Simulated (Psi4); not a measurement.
# A workflow on H2O+ (SMILES [OH2+])

Aim: a geometry optimisation (UPBEh-3c/def2-mSVP), then vibrational wavenumbers, then a single-point energy (UMP2/def2-TZVPP) of H2O+. 

The calculation is run with Psi4 1.11.

### 1 The structure to begin with

H2O+: 3 atoms, total charge +1, spin state doublet. SMILES: `[OH2+]`. The coordinates come from a GFN2-xTB relaxation. The run starts from this shape.

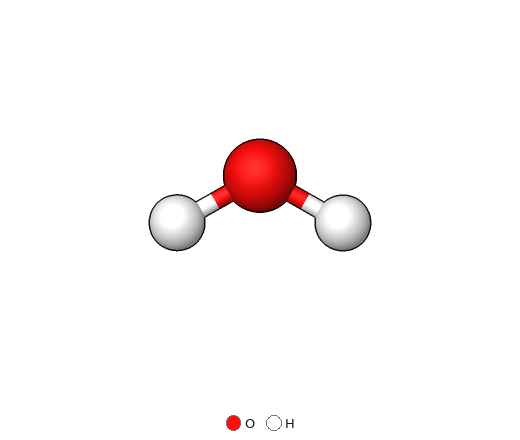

Viewed from a chosen angle; oxygen red, hydrogen white.

### 2 A geometry optimisation at UPBEh-3c/def2-mSVP (density fitting) (run 1)

File input.in:

```
memory 1600 mb

molecule {
  1 2
  O     -0.257730     0.170410    -0.119700
  H      0.490020     0.658280     0.340630
  H     -0.232290    -0.828700    -0.220940
  symmetry c1
}

set {
  reference uks
  geom_maxiter 60
}

energy_value, wavefunction = optimize("pbeh-3c", return_wfn=True)
```

On the command line:

```bash
$ psi4 -i input.in -o input.out -n 1
```

input.out:

```text
[...]
  Running in c1 symmetry.
[...]
  Nuclear repulsion =    8.731733477257922
[...]
  Multiplicity = 2
[...]
  Nalpha       = 5
  Nbeta        = 4
[...]
    Number of basis functions: 19
[...]
   @DF-UKS iter   1:   -75.79337295268425    6.46696e-02   8.42071e-03 ADIIS/DIIS
[...]
   @DF-UKS iter   5:   -75.80956096906336   -4.83169e-12   7.03581e-09 DIIS
[...]
   @S^2 Observed:                7.533389253E-01
[...]
  @DF-UKS Final Energy:   -75.80956096906336
   => Energetics <=
    Nuclear Repulsion Energy =              8.7703664102829535
    One-Electron Energy =                -117.4039875578093444
    Two-Electron Energy =                  38.0092142494923451
    DFT Exchange-Correlation Energy =      -5.1866199818195398
    Empirical Dispersion Energy =           0.0014659107902292
    VV10 Nonlocal Energy =                  0.0000000000000000
    Total Energy =                        -75.8095609690633552
[...]
  -Total Gradient:
     Atom            X                  Y                   Z
    ------   -----------------  -----------------  -----------------
       1        0.000082872843    -0.000049986011     0.000000000000
       2       -0.000025726227     0.000056841561    -0.000000000000
       3       -0.000062278912    -0.000003756537    -0.000000000000
[...]
    Final optimized geometry and variables:
    Molecular point group: c1
    Full point group: Cs
    Geometry (in Angstrom), charge = 1, multiplicity = 2:
    O           -0.054717437990     0.033039692690     0.000000000000
    H            0.859828436383     0.442702101083    -0.000000000000
    H            0.008577011845    -0.967066000304     0.000000000000
    Psi4 run time: 0:00:10.47
[...]
```

The script printed:

```text
Optimizer: Optimization complete!
```

It took 12 s on 1 thread of Intel Xeon Platinum 8259CL at 2.50GHz (Skylake/Cascade Lake), shared host; peak memory 0.26 GiB.

The path in brief:

| step | energy from the first frame kept (eV) | largest force (eV/Å) |
| --- | --- | --- |
| 0 | 0.0000 | 0.8583 |
| 1 | -0.0552 | 0.3192 |
| 2 | -0.0582 | 0.0297 |
| 3 | -0.0583 | 0.0050 |

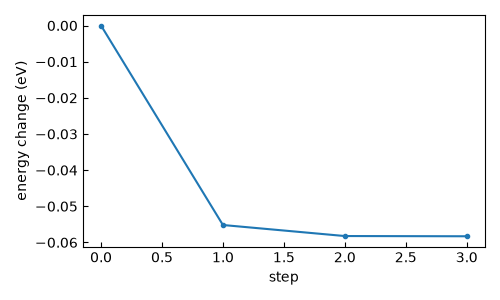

Energy along the run.

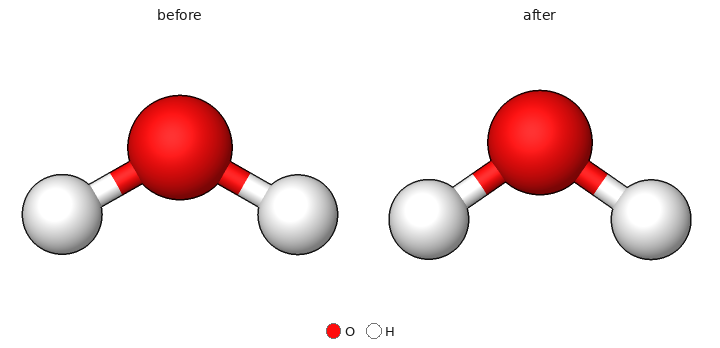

Before and after, at one scale.

After the run. Bond lengths: O1–H2 1.002 Å, O1–H3 1.002 Å. Angles: H2–O1–H3 110.5°.

### 3 The harmonic vibrations at UPBEh-3c/def2-mSVP (density fitting) (run 2)

File job.dat:

```
memory 1600 mb

molecule m {
  1 2
  O     -0.264182     0.174674    -0.122697
  H      0.520731     0.582253     0.348480
  H     -0.160597    -0.820345    -0.181226
  symmetry c1
}

set reference uks
set t 298.15
set rotational_symmetry_number 2

e_tot = frequencies("pbeh-3c")
```

On the command line:

```bash
$ psi4 -i job.dat -o job.out -n 1
```

job.out:

```text
[...]
  Running in c1 symmetry.
[...]
  Nuclear repulsion =    8.770366058825820
[...]
  Multiplicity = 2
[...]
  Nalpha       = 5
  Nbeta        = 4
[...]
    Number of basis functions: 19
[...]
   @DF-UKS iter   1:   -75.79438544230059    7.17502e-02   8.75977e-03 ADIIS/DIIS
[...]
   @DF-UKS iter  10:   -75.80956096862697   -5.68434e-14   1.76207e-09 DIIS
[...]
   @S^2 Observed:                7.533389429E-01
[...]
  @DF-UKS Final Energy:   -75.80956096862697
   => Energetics <=
    Nuclear Repulsion Energy =              8.7703506249713516
    One-Electron Energy =                -117.4039636684321408
    Two-Electron Energy =                  38.0092053765902378
    DFT Exchange-Correlation Energy =      -5.1866192270494675
    Empirical Dispersion Energy =           0.0014659252930268
    VV10 Nonlocal Energy =                  0.0000000000000000
    Total Energy =                        -75.8095609686269825
[...]
  -Total Gradient:
     Atom            X                  Y                   Z
    ------   -----------------  -----------------  -----------------
       1        0.000082089345    -0.000048984670     0.000000001129
       2       -0.000024731831     0.000057642076     0.000000082747
       3       -0.000062489543    -0.000005558457    -0.000000083876
[...]
  ==> Harmonic Vibrational Analysis <==
[...]
  Freq [cm^-1]                1508.0404           3451.3760           3515.6382
[...]
  IR activ [km/mol]            194.7993            166.9505            527.6178
[...]
  Total E_0, Enthalpy at 0 [K]                                                          -75.79025337 [Eh]
[...]
  Total H, Enthalpy at  298.15 [K]                                                      -75.78647188 [Eh]
[...]
  Total G, Gibbs energy at  298.15 [K]                                                  -75.80863982 [Eh]
[...]
```

Run time: 36 s. Hardware: 1 thread of Intel Xeon Platinum 8259CL at 2.50GHz (Skylake/Cascade Lake), shared host; peak memory 0.26 GiB.

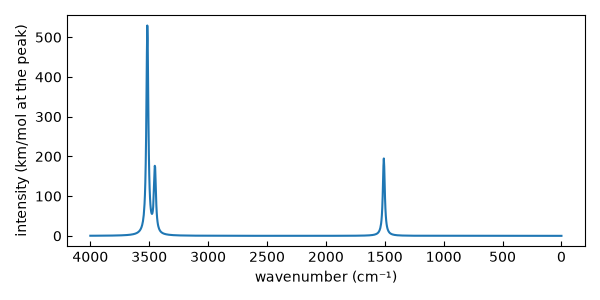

Harmonic infrared spectrum, unscaled, lines broadened by 10 cm⁻¹.

### 4 The energy at UMP2/def2-TZVPP (density fitting, density fitting for correlation) (run 3)

File h2o.py:

```python
import psi4

psi4.set_memory('1600 MB')
psi4.set_num_threads(1)
psi4.core.set_output_file('output.dat', False)

molecule = psi4.geometry("""
1 2
O
H 1 1.002106
H 1 1.002107 2 110.50833
units angstrom
symmetry c1
""")

psi4.set_options(dict(reference='uhf', num_frozen_docc=1))

energy_value, wavefunction = psi4.energy("mp2/def2-TZVPP", return_wfn=True)
print(f'total energy {energy_value:.8f} hartree = {energy_value * 27.211386:.5f} eV')
for k, v in sorted(psi4.core.scalar_variables().items()):
    print(f'{k:45s} {v:18.10f}')
```

On the command line:

```bash
$ python h2o.py
```

output.dat:

```text
[...]
  Running in c1 symmetry.
[...]
  Nuclear repulsion =    8.770366617655226
[...]
  Multiplicity = 2
[...]
  Nalpha       = 5
  Nbeta        = 4
[...]
    Number of basis functions: 59
[...]
   @DF-UHF iter   1:   -75.62026375204931   -1.76508e-01   4.59322e-03 ADIIS/DIIS
[...]
   @DF-UHF iter  11:   -75.66148644230381   -6.84963e-12   7.42976e-09 DIIS
[...]
   @S^2 Observed:                7.578461077E-01
[...]
  @DF-UHF Final Energy:   -75.66148644230381
   => Energetics <=
    Nuclear Repulsion Energy =              8.7703666176552257
    One-Electron Energy =                -117.5088248506844764
    Two-Electron Energy =                  33.0769717907254446
    Total Energy =                        -75.6614864423038114
  UHF NO Occupations:
  HONO-2 :    3  A 1.9989918
  HONO-1 :    4  A 1.9975878
[...]
 Multipole Moments:
 ------------------------------------------------------------------------------------
     Multipole            Electronic (a.u.)      Nuclear  (a.u.)        Total (a.u.)
 ------------------------------------------------------------------------------------
 L = 1.  Multiply by 2.5417464519 to convert [e a0] to [Debye]
 Dipole X            :         -0.0133536           -0.7811772           -0.7945308
 Dipole Y            :         -0.0092619           -0.5418370           -0.5510989
 Dipole Z            :         -0.0000000            0.0000000           -0.0000000
 Magnitude           :                                                    0.9669484
[...]
```

The script printed:

```text
total energy -75.85823774 hartree = -2064.20779 eV
CURRENT CORRELATION ENERGY                         -0.1967512990
CURRENT ENERGY                                    -75.8582377413
CURRENT REFERENCE ENERGY                          -75.6614864423
CUSTOM SCS-MP2 CORRELATION ENERGY                  -0.1978005670
CUSTOM SCS-MP2 TOTAL ENERGY                       -75.8592870093
DD SOLVATION ENERGY                                 0.0000000000
HF KINETIC ENERGY                                  75.5884835023
HF POTENTIAL ENERGY                              -151.2499699446
HF TOTAL ENERGY                                   -75.6614864423
HF VIRIAL RATIO                                     2.0009657945
MP2 CORRELATION ENERGY                             -0.1967512990
MP2 DOUBLES ENERGY                                 -0.1967512990
MP2 OPPOSITE-SPIN CORRELATION ENERGY               -0.1525578470
MP2 SAME-SPIN CORRELATION ENERGY                   -0.0441934520
MP2 SINGLES ENERGY                                 -0.0000000000
MP2 TOTAL ENERGY                                  -75.8582377413
NUCLEAR REPULSION ENERGY                            8.7703666177
ONE-ELECTRON ENERGY                              -117.5088248507
PCM POLARIZATION ENERGY                             0.0000000000
PE ENERGY                                           0.0000000000
SCF ITERATION ENERGY                              -75.6614864423
SCF ITERATIONS                                     11.0000000000
SCF TOTAL ENERGY                                  -75.6614864423
SCS-MP2 CORRELATION ENERGY                         -0.1978005670
SCS-MP2 TOTAL ENERGY                              -75.8592870093
TWO-ELECTRON ENERGY                                33.0769717907
```

It took 2.4 s on 1 thread of Intel Xeon Platinum 8259CL at 2.50GHz (Skylake/Cascade Lake), shared host; peak memory 0.19 GiB.

### 5 Outcome

| quantity | value |
| --- | --- |
| run 1, UPBEh-3c/def2-mSVP: total energy at the end | -75.80956 Eh |
| run 1, UPBEh-3c/def2-mSVP: HOMO energy (highest over α and β) | -24.18 eV |
| run 1, UPBEh-3c/def2-mSVP: LUMO energy (lowest over α and β) | -14.50 eV |
| run 1, UPBEh-3c/def2-mSVP: ⟨S²⟩ | 0.753 |
| run 2, UPBEh-3c/def2-mSVP: lowest harmonic wavenumber | 1508 cm⁻¹ |
| run 2, UPBEh-3c/def2-mSVP: highest harmonic wavenumber | 3516 cm⁻¹ |
| run 2, UPBEh-3c/def2-mSVP: zero-point energy | 50.7 kJ/mol |
| run 2, UPBEh-3c/def2-mSVP: ideal-gas entropy at 298.15 K (symmetry number 2 as used) | 46.7 cal/(mol K) |
| run 3, UMP2/def2-TZVPP: total energy | -75.85824 Eh |
| run 3, UMP2/def2-TZVPP: HOMO energy (Hartree–Fock orbitals) (highest over α and β) | -27.75 eV |
| run 3, UMP2/def2-TZVPP: LUMO energy (Hartree–Fock orbitals) (lowest over α and β) | -8.45 eV |
| run 3, UMP2/def2-TZVPP: correlation energy (1 core orbital frozen) | -196.8 mEh |
| run 3, UMP2/def2-TZVPP: ⟨S²⟩ of the reference determinant | 0.758 |

**Reading.** The optimisation (run 1, UPBEh-3c/def2-mSVP) took 4 steps and changed the energy by -0.058 eV. All 3 modes (run 2, UPBEh-3c/def2-mSVP) are real, so the shape is a minimum at this level.
